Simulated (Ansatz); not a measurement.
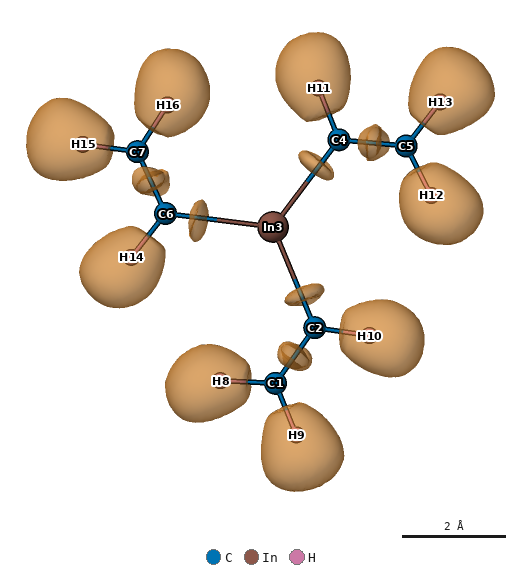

The picture shows: C₆H₉In (SMILES C=[CH][In]([CH]=C)[CH]=C). Isosurface of the electron localisation function at 0.85 (orange), seen across its widest extent. Only the valence region is drawn (cores and ρ < 0.01 e/Å³ removed).

Geometry: PBE0-D4/def2-TZVP; core potentials replace the inner electrons of In.

Theory: Ansatz, RKS PBE0-D4/def2-TZVPP.

```xyz
16

C     1.5954   -2.1732   -1.4446
C     1.0461   -0.9688   -1.5931
In   -0.0024   -0.0006   -0.0005
C    -0.8510    1.9388   -0.3030
C    -0.7499    2.5771   -1.4678
C    -0.2011   -0.9720    1.8941
C    -0.8418   -0.4025    2.9138
H     1.5404   -2.7281   -0.5106
H     2.1318   -2.6737   -2.2499
H     1.1535   -0.4907   -2.5659
H    -1.3876    2.4472    0.4970
H    -0.2330    2.1496   -2.3241
H    -1.1787    3.5651   -1.6315
H     0.2223   -1.9611    2.0641
H    -0.9475   -0.8898    3.8823
H    -1.2967    0.5827    2.8396
```

Q: Where are the electrons localised?

A: At this value the surface marks out three regions between bonded C–C atoms (shared pairs), nine regions around hydrogen nuclei and three lobes of the valence shell of C pointing towards In (polar bonds). Along the contacts the grid gives the following. C–C (1.33 Å): the ELF peaks at about 0.90 between the atoms: a short, multiple covalent bond. C–In (2.14 Å): the ELF peaks at about 0.90 in the valence shell of C, 0.7 Å from its nucleus, and drops to about 0.20 between the two atoms.
